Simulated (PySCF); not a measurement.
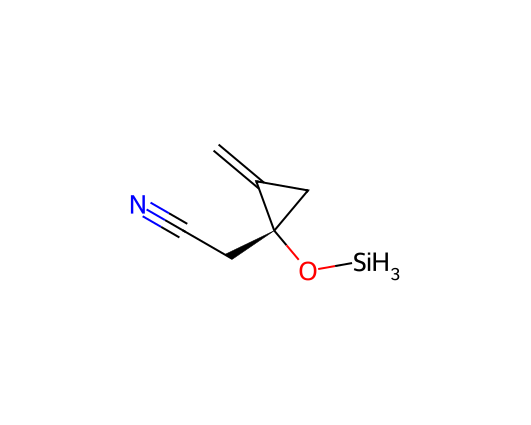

Computed geometry: GFN2-xTB optimisation. No frequency run is at hand to confirm it as a minimum. Level of theory: PBE0/pcSseg-1, gas phase (PySCF 2.14.0).

Estimate the HOMO energy (Kohn–Sham orbital).

Answer. −7.97 eV.

Give the HOMO–LUMO gap at this level.

Answer. 7.43 eV.

Estimate the dipole moment.

Answer. 3.13 D.

The geometry is semi-empirical. Around Si such bond lengths and angles can be off by a tenth of an ångström or more and by several degrees, and values that hang on the shape move with them.
